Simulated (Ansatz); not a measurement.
# BrCl2H4NSi2: the cost of one run

Program: Ansatz 0.2.0. Level of theory: RKS PBE0-D4/def2-SVP. These are calculated values, not measurements.

## (1) The system as given

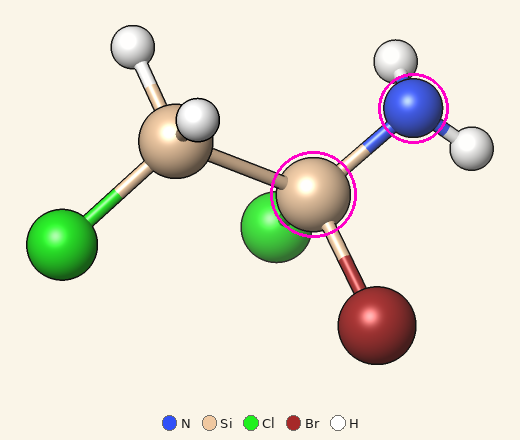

The starting structure, seen from a chosen angle (nitrogen blue, silicon light orange, chlorine green, bromine red, hydrogen white). Ringed: N1, Si2.

Coordinates:

```xyz
10

N     0.8484   -1.7584   -0.2112
Si   -0.2319   -0.3818   -0.5266
Cl    0.2790    0.3057   -2.3948
Br   -2.1844   -1.2350   -0.6722
Si   -0.1503    1.3185    1.0296
Cl   -1.3832    2.9011    0.5336
H     0.4961   -2.4911   -0.7858
H     1.7653   -1.4797   -0.5923
H    -0.5812    0.8795    2.4376
H     1.2253    1.8901    1.1850
```

## (2) End point A

The input, input.yaml:

```yaml
crystal:
  periodic: [false, false, false]
  atoms:
    - { symbol: "N", position_ang: [0.8484, -1.7584, -0.2112] }
    - { symbol: Si, position_ang: [-0.2319, -0.3818, -0.5266] }
    - { symbol: Cl, position_ang: [0.279, 0.3057, -2.3948] }
    - { symbol: Br, position_ang: [-2.1844, -1.235, -0.6722] }
    - { symbol: Si, position_ang: [-0.1503, 1.3185, 1.0296] }
    - { symbol: Cl, position_ang: [-1.3832, 2.9011, 0.5336] }
    - { symbol: H, position_ang: [0.4961, -2.4911, -0.7858] }
    - { symbol: H, position_ang: [1.7653, -1.4797, -0.5923] }
    - { symbol: H, position_ang: [-0.5812, 0.8795, 2.4376] }
    - { symbol: H, position_ang: [1.2253, 1.8901, 1.185] }
basis:
  gaussian: { orbitals: def2-SVP }
hamiltonian:
  xc: pbe0
  dispersion: d4
relax:
  f_tol: 0.015
  max_steps: 40
```

Run with:

```bash
> ansatz run input.yaml --threads 2 --pin off --max-ram 3072MiB --backend cpu --events-out ev --progress --plain --runs-dir out
```

What time and memory should one allow on 2 threads of Arm Neoverse V2, shared host?

About 62 s, with a peak of 0.41 GiB.
